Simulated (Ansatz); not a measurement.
# C3H7BSi: what the fields show

Input

```
crystal:
  periodic: [false, false, false]
  atoms:
    - { symbol: C, position_ang: [-0.1343, 2.6923, 1.066] }
    - { symbol: C, position_ang: [0.2315, 1.605, 1.1009] }
    - { symbol: B, position_ang: [0.7331, 0.172, 1.1463] }
    - { symbol: Si, position_ang: [-0.0934, -1.2328, 0.2126] }
    - { symbol: C, position_ang: [-0.2251, -0.8491, -1.6234] }
    - { symbol: H, position_ang: [-0.5502, 3.7446, 1.0108] }
    - { symbol: H, position_ang: [1.7752, -0.071, 1.7721] }
    - { symbol: H, position_ang: [0.5799, -2.499, 0.4082] }
    - { symbol: H, position_ang: [-1.5339, -1.3391, 0.7788] }
    - { symbol: H, position_ang: [-0.75346, -1.70352, -2.06264] }
    - { symbol: H, position_ang: [-0.757, 0.09402, -1.75978] }
    - { symbol: H, position_ang: [0.80176, -0.79843, -2.04294] }
basis:
  gaussian: { orbitals: def2-SVP }
hamiltonian:
  xc: b3lyp
relax:
  f_tol: 0.015
  max_steps: 40
output:
  orbitals: {}
```

Command:

```sh
ansatz run input.yaml --threads 2 --pin off --max-ram 3072MiB --backend cpu --events-out ev --progress --plain --runs-dir out
```

The fields are those of the relaxed geometry.

These are results of RKS B3LYP/def2-SVP (Ansatz 0.2.0), not measurements.

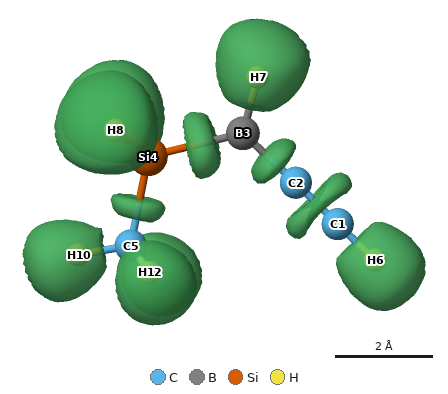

Figure 1. Isosurface of the electron localisation function at 0.85 (green), seen across its widest extent. Only the valence region is drawn (cores and ρ < 0.01 e/Å³ removed).

> Describe the localisation domains.

The surface consists of one region between bonded B–C atoms (shared pairs), one region between bonded B–Si atoms (shared pairs), one region between bonded C–C atoms (shared pairs), one region between bonded C–Si atoms (shared pairs) and seven regions around hydrogen nuclei.


C–C (1.22 Å): the ELF peaks at about 0.85 between the atoms (a short, multiple covalent bond). C–B (1.51 Å): the ELF peaks at about 0.95 between the atoms, as expected for a covalent bond.

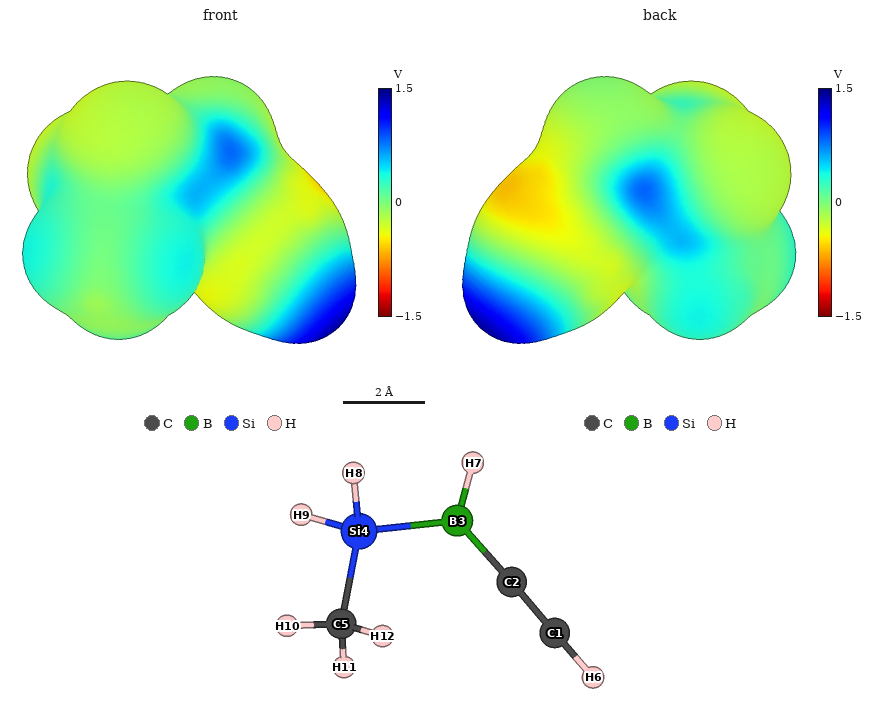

Figure 2. The molecular electrostatic potential painted on the density surface at 0.001 e/bohr³, seen from the front and from behind; red is negative and blue positive. The bare structure is drawn below in the same view.

> Which sites attract a positive test charge, and which a negative one?

A positive charge is drawn to the negative regions and a negative charge to the positive ones. The most negative region (about −0.6 V) lies over C1 and C2, the most positive (about +1.4 V) over H6.

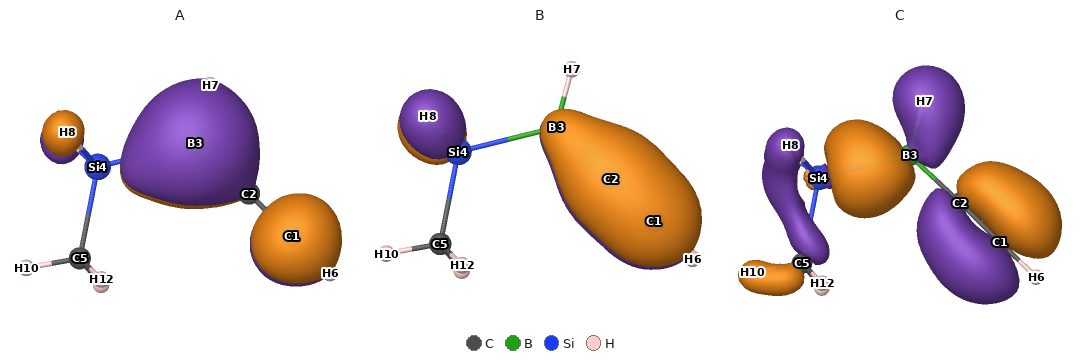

Figure 3. Three frontier orbitals at ±0.1 Å⁻³ᐟ² (orange and purple are the two phases), in no order.

> Order the three orbitals by energy and name them.

B is the HOMO−1 (−8.49 eV). By Hirshfeld shares it lies mainly on C2 (about 40 %), C1 (about 35 %) and B3 (about 10 %); π-bonding across C2–C1. C is the HOMO (−7.21 eV). By Hirshfeld shares it lies mainly on C1 (about 30 %), B3 (about 20 %), Si4 (about 20 %), C2 (about 15 %) and H7 (about 5 %). A is the LUMO (−2.71 eV). It lies mainly on B3 (about 45 %), C1 (about 20 %) and C2 (about 15 %).

> What is the HOMO–LUMO gap?

4.50 eV between the orbital energies.
